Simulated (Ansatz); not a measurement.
# The false plateau in GW convergence: BaTiO3 (R3m), part 2 of 2

Can the band sum of G0W0 be converged at a fixed screening cutoff? A test on BaTiO3 (R3m).

Ansatz 0.2.0; G0W0 on LDA, plane waves, PAW; PAW set soft_1. Known limits of the many-body steps: not at the basis limit; no spin-orbit coupling; coarse k mesh.

So far. Step 7 (267 empty bands, screening to 150 eV): The G0W0 gap on the mesh is 4.097 eV.

### 8. 475 empty bands, screening to 220 eV

input.yaml reads:

```yaml
crystal:
  lattice:
    - [2.8273666084, 1.6323808724, 2.3183934932]
    - [-2.8273666084, 1.6323808724, 2.3183934932]
    - [0.0, -3.2647617449, 2.3183934932]
  atoms:
    - { symbol: Ba, position: [0.0, 0.0, 0.0] }
    - { symbol: Ti, position: [0.4845, 0.4845, 0.4845] }
    - { symbol: O, position: [0.5086, 0.5086, 0.0175] }
    - { symbol: O, position: [0.0175, 0.5086, 0.5086] }
    - { symbol: O, position: [0.5086, 0.0175, 0.5086] }
kpoints:
  mp_grid: { grid: [4, 4, 4] }
hamiltonian:
  xc: lda
  pseudopotentials: { kind: paw, azcp: { folder: soft_1 }, xc_functional: pbe }
scf:
  occupations: { method: fixed }
gw:
  n_empty_bands: 475
  ecut_chi: 220
  qp_bands: [v2, c2]
  qp_kpoints: band_edges
  screening: { model: contour_deformation }
```

Command:

```console
> ansatz run input.yaml --threads 3 --pin off --max-ram 92160MiB --backend cuda --events-out ev --progress --plain --runs-dir out --devices 1 --max-vram 13GiB
```

Numbers of over 12 decimals in the logs are rounded to 6 here.

Log:

```text
GPUs: using 1 of 1 available (devices: 1).
[...]
GPU FFT provider: cuFFT
GPU libraries: cuBLAS 13.8.2, cuFFT 12.4.0, cuSOLVER 12.3.4
Crystal: 5 atoms, lattice volume = 64.201 Å³
Basis set: ecut = 420 eV, 1237 PW (Γ)
Bands: 25, of which v1, the nominal top of the filled ones, is band 20 counted from 1 (19 counted from 0)
Symmetry: 6 space group operations
[...]
k-points: 13 of 64 (time reversal used)
[...]
1    22     12.8858   -13.9882    -6.6338   -21.9528  0.7222    14.2550    14.2167  root
[...]
12    19      9.8031   -25.7385     4.4039   -20.8824  0.7189     9.3471     9.3510  root
    12    20      9.8180   -25.7631     4.4144   -20.8952  0.7189     9.3606     9.3645  root
    12    21     14.1730   -14.6101    -7.7807   -23.7242  0.6836    15.5678    15.5063  root
    12    22     14.3218   -14.7070    -7.8734   -23.9194  0.6802    15.7247    15.6607  root
[key lines of the parts left out:]
SCF converged after 8 iterations
Free energy (F): -9904.583849 eV
Fermi energy:    9.818031 eV
```

Elapsed: 41 s, on 1 × NVIDIA H100 80GB HBM3 (shared by 6 runs) with 3 threads of AMD EPYC 7R13 (Zen 3), shared host; peak memory 1.7 GiB.

The G0W0 gap on the mesh is 4.135 eV.

### 9. 145 empty bands, screening to 300 eV

Changes to input.yaml since step 8:

```diff
@@ -19,4 +19,4 @@
 gw:
-  n_empty_bands: 475
-  ecut_chi: 220
+  n_empty_bands: 145
+  ecut_chi: 300
   qp_bands: [v2, c2]
```

Log:

```text
GPUs: using 1 of 1 available (devices: 1).
[...]
GPU FFT provider: cuFFT
GPU libraries: cuBLAS 13.8.2, cuFFT 12.4.0, cuSOLVER 12.3.4
Crystal: 5 atoms, lattice volume = 64.201 Å³
Basis set: ecut = 420 eV, 1237 PW (Γ)
Bands: 25, of which v1, the nominal top of the filled ones, is band 20 counted from 1 (19 counted from 0)
Symmetry: 6 space group operations
[...]
k-points: 13 of 64 (time reversal used)
[...]
10    22     13.9857   -14.6937    -7.1804   -23.5353  0.6896    15.7438    15.6469  root
    12    19      9.8031   -25.7385     4.7492   -20.8824  0.7173     9.6961     9.6963  root
    12    20      9.8180   -25.7631     4.7595   -20.8952  0.7174     9.7094     9.7096  root
    12    21     14.1730   -14.6101    -7.4642   -23.7242  0.6818    15.9259    15.8229  root ?
    12    22     14.3218   -14.7070    -7.5589   -23.9194  0.6784    16.0827    15.9753  root ?
[key lines of the parts left out:]
SCF converged after 8 iterations
Free energy (F): -9904.583849 eV
Fermi energy:    9.818031 eV
```

Run time: 23 s. Hardware: 1 × NVIDIA H100 80GB HBM3 (shared by 6 runs) with 3 threads; peak memory 2 GiB.

The G0W0 gap on the mesh is 4.106 eV.

### 10. 757 empty bands, screening to 300 eV

Changes to input.yaml since step 9:

```diff
@@ -19,3 +19,3 @@
 gw:
-  n_empty_bands: 145
+  n_empty_bands: 757
   ecut_chi: 300
```

Log:

```text
GPUs: using 1 of 1 available (devices: 1).
[...]
GPU FFT provider: cuFFT
GPU libraries: cuBLAS 13.8.2, cuFFT 12.4.0, cuSOLVER 12.3.4
Crystal: 5 atoms, lattice volume = 64.201 Å³
Basis set: ecut = 420 eV, 1237 PW (Γ)
Bands: 25, of which v1, the nominal top of the filled ones, is band 20 counted from 1 (19 counted from 0)
Symmetry: 6 space group operations
[...]
k-points: 13 of 64 (time reversal used)
[...]
1    22     12.8858   -13.9882    -6.7044   -21.9528  0.7208    14.1801    14.1460  root
[...]
12    19      9.8031   -25.7385     4.3166   -20.8824  0.7171     9.2581     9.2637  root
    12    20      9.8180   -25.7631     4.3270   -20.8952  0.7171     9.2715     9.2771  root
    12    21     14.1730   -14.6101    -7.8570   -23.7242  0.6817    15.4846    15.4301  root
    12    22     14.3218   -14.7070    -7.9507   -23.9194  0.6783    15.6398    15.5835  root
[key lines of the parts left out:]
SCF converged after 8 iterations
Free energy (F): -9904.583849 eV
Fermi energy:    9.818031 eV
```

Elapsed: 63 s, on 1 × NVIDIA H100 80GB HBM3 (shared by 6 runs) with 3 threads; peak memory 2.4 GiB; 1.7 min of CPU time.

The G0W0 gap on the mesh is 4.158 eV.

### 11. The grid

Start LDA, 4×4×4 mesh. Times are wall times on 1 × NVIDIA H100 80GB HBM3 (shared by 6 runs) with 3 threads of AMD EPYC 7R13 (Zen 3), shared host, good to a factor of about two.

| cutoff (eV) | plane waves at q = 0 | bands summed | gap (eV) | Σc valence (eV) | Σc conduction (eV) | time |
| --- | --- | --- | --- | --- | --- | --- |
| 50 | 57 | 71 | 4.309 | 5.01 | -5.54 | 12 s |
| 50 | 57 | 287 | 4.205 | 4.75 | -5.90 | 18 s |
| 100 | 147 | 165 | 4.093 | 4.77 | -6.00 | 15 s |
| 100 | 147 | 777 | 4.055 | 4.59 | -6.21 | 38 s |
| 150 | 251 | 71 | 4.168 | 5.15 | -5.54 | 7.2 s |
| 150 | 251 | 287 | 4.097 | 4.57 | -6.19 | 26 s |
| 220 | 461 | 495 | 4.135 | 4.41 | -6.31 | 41 s |
| 300 | 745 | 165 | 4.106 | 4.76 | -5.99 | 23 s |
| 300 | 745 | 777 | 4.158 | 4.33 | -6.37 | 63 s |

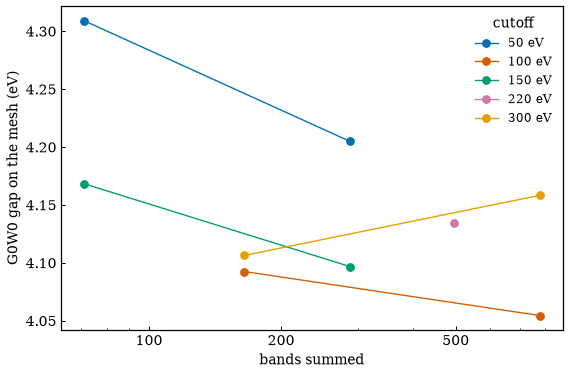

The gap against bands, one line for each screening cutoff.

### 12. What came out

| Item | Value |
| --- | --- |
| 71 bands, 50 eV | 4.309 eV |
| 287 bands, 50 eV | 4.205 eV |
| 165 bands, 100 eV | 4.093 eV |
| 777 bands, 100 eV | 4.055 eV |
| 71 bands, 150 eV | 4.168 eV |
| 287 bands, 150 eV | 4.097 eV |
| 495 bands, 220 eV | 4.135 eV |
| 165 bands, 300 eV | 4.106 eV |
| 777 bands, 300 eV | 4.158 eV |
| estimated limit along the diagonal | 4.20 eV |
| mesh and start | 4×4×4, LDA |

In words: At 50 eV, going from 71 to 287 bands moves the gap by −0.10 eV. At 100 eV, going from 165 to 777 bands moves the gap by −0.04 eV. At 150 eV, going from 71 to 287 bands moves the gap by −0.07 eV. At 300 eV, going from 165 to 777 bands moves the gap by +0.05 eV. At 71 bands, raising the cutoff from 50 to 150 eV moves it by −0.14 eV. At 287 bands, raising the cutoff from 50 to 150 eV moves it by −0.11 eV. At 165 bands, raising the cutoff from 100 to 300 eV moves it by +0.01 eV. At 777 bands, raising the cutoff from 100 to 300 eV moves it by +0.10 eV. Along the diagonal, where both rise together, the two highest rungs point to 4.20 eV. Gaps are over the mesh's points; an edge off the mesh would be missed. A low cutoff hides what high bands add, so a band series at one cutoff can look settled before the gap is. The 4×4×4 mesh is coarse for this cell (its supercell is 16 Å along the shortest edge). The RPA ε∞ on it, from the LDA start, is 5.37 and 5.84; such meshes misread the long-range screening, most where the gap is narrow. The many-body steps are scalar-relativistic: spin-orbit coupling is not in them.

[Paths, hosts, dates, memory and timing lines, banners, echoed tables and standing remarks are left out of the program output.]

[Logs are printed without paths, hosts, clocks, repeated set-up lines and the standing remarks that a program may print on its own settings, such as how far it seeks lower states.]

[Runs of the session that timed out or met a known fault of the program may be left out.]

[Cells called generated may have been cut or substituted from an entry of the Crystallography Open Database or the Materials Project.]

[Hosts, paths, dates, database ids (printed as entryN), source tags and the programs' standing remarks are cut or masked in the printed files.]
